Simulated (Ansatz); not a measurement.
**Abstraction of H: C2H2F2 + C2H2FSi → C2HF2 + C2H3FSi**

Species: C2H2F2 (1,2-difluoroethene) `F/C=C/F`, singlet; C2H2FSi `C#C[SiH]F`, doublet; C2HF2 `F/[C]=C\F`, doublet; C2H3FSi `C#C[SiH2]F`, singlet. A radical takes H: the energy is the difference in strength between the C–H bond broken and the Si–H bond made.

Shapes, held fixed at every level: PBE0-D4/def2-TZVP. Programs: Ansatz 0.2.0. The zero-point and thermal change to 298 K, harmonic and unscaled (PBE0-D4/def2-TZVP), is -7.0 kJ/mol.

| level | kind | ΔH(298 K) (kJ/mol) |
| --- | --- | --- |
| HF/def2-SVP | Hartree–Fock | +59.0 |
| B3LYP-D4/def2-TZVPP | global hybrid | +88.5 |
| BHLYP-D4/def2-TZVPP | global hybrid | +83.3 |
| PBE0-D4/def2-TZVPP | global hybrid | +92.4 |
| wB97M-V/def2-TZVPP | range-separated hybrid | +86.7 |
| wB97X-V/def2-TZVPP | range-separated hybrid | +83.7 |
| B2PLYP/def2-TZVPP | double hybrid | +87.8 |

B2PLYP/def2-TZVPP gives ΔH(298 K) = +87.8 kJ/mol; the levels span +59.0 to +92.4. The median of the levels is +86.7. No measured value is set beside it here. Spin contamination: C2H2FSi (⟨S²⟩ up to 0.82), C2HF2 (⟨S²⟩ up to 0.94). Open shells run unrestricted unless RO is named.

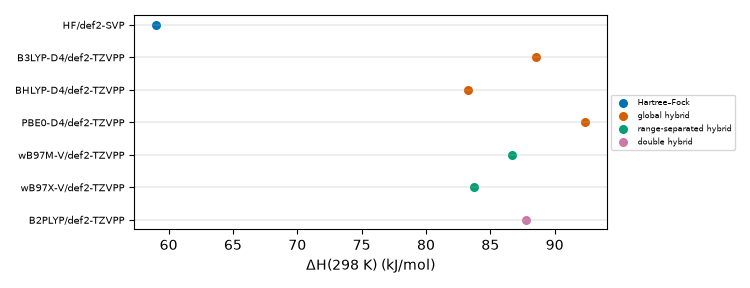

The values of the table, level by level.
